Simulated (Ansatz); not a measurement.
# GeH7NSi: how energies converge with the basis set

How large a basis does GeH7NSi need? Two functionals are run in growing sets.

The runs use Ansatz 0.2.0, Gaussian basis; one geometry, several basis sets.

The runs, in order: PBE0-D4/def2-SVP; ωB97M-V/def2-SVP; PBE0-D4/def2-QZVPP; ωB97M-V/def2-QZVPP; the functionals' def2-TZVPP values are taken from earlier runs.

1 further run of the same task is left out (it didn't finish).

## (1) The relaxed structure

The geometry comes from an earlier relaxation with PBE0-D4 in a triple-zeta def2 set; it is a stationary point, not always the lowest conformer.

10 atoms, charge 0, spin multiplicity 1.

Atoms are counted from 1 here; the program's logs count them from 0.

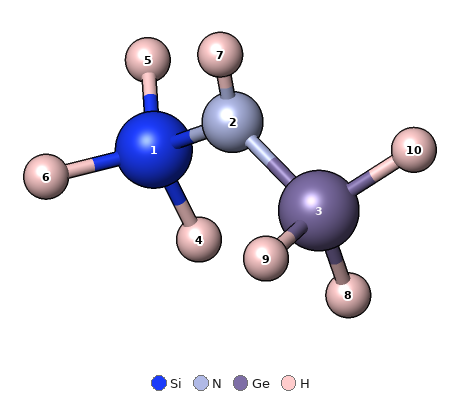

The structure; silicon blue, nitrogen light blue, germanium purple, hydrogen pink; atoms are numbered from 1 in the order of the file.

Geometry (Å):

```csv
atom,x (Å),y (Å),z (Å)
Si1,-1.1468,0.5222,-0.9456
N2,0.4614,0.3191,-0.3757
Ge3,1.0201,-0.6758,1.0662
H4,-1.9237,-0.6685,-0.5129
H5,-1.1602,0.6272,-2.4305
H6,-1.8355,1.7358,-0.4161
H7,1.1591,0.9529,-0.7365
H8,-0.0189,-1.7874,1.2624
H9,1.1199,0.1804,2.3456
H10,2.4078,-1.2572,0.7459
```

## (2) PBE0-D4 in def2-SVP

The input, in.yaml:

```yaml
crystal:
  periodic: [false, false, false]
  atoms:
    - {symbol: Si, position_ang: [-1.146787, 0.522250, -0.945597]}
    - {symbol: N, position_ang: [0.461357, 0.319059, -0.375660]}
    - {symbol: Ge, position_ang: [1.020062, -0.675791, 1.066217]}
    - {symbol: H, position_ang: [-1.923733, -0.668457, -0.512929]}
    - {symbol: H, position_ang: [-1.160247, 0.627163, -2.430535]}
    - {symbol: H, position_ang: [-1.835465, 1.735844, -0.416073]}
    - {symbol: H, position_ang: [1.159104, 0.952931, -0.736542]}
    - {symbol: H, position_ang: [-0.018890, -1.787371, 1.262444]}
    - {symbol: H, position_ang: [1.119882, 0.180441, 2.345620]}
    - {symbol: H, position_ang: [2.407818, -1.257169, 0.745853]}
basis:
  gaussian: {orbitals: def2-SVP}
hamiltonian: {xc: pbe0, dispersion: d4}
output: {orbitals: {seedname: orbitals}}
```

Started as:

```
> ansatz run in.yaml --threads 2 --pin off --events-out ev --progress --plain --max-ram 32768MiB --backend cpu
```

The runs that follow: ωB97M-V in def2-SVP; PBE0-D4 in def2-QZVPP; ωB97M-V in def2-QZVPP.

Q: Predict the results of all the runs planned. Wanted: PBE0-D4: double and triple zeta above quadruple; ωB97M-V: double and triple zeta above quadruple.

The runs gave:

| quantity | value |
| --- | --- |
| PBE0-D4: double and triple zeta above quadruple | 13.45, 1.61 eV |
| ωB97M-V: double and triple zeta above quadruple | 13.50, 1.55 eV |

What this shows: For PBE0-D4 the step from double to triple zeta gains 11.84 eV and the next only 1.61 eV. Total energies overstate the basis error of differences, where much of it tends to cancel. The LUMO of ωB97M-V is positive and keeps falling with the basis (2.24 to 1.23 eV): an unbound level that the basis holds in place.
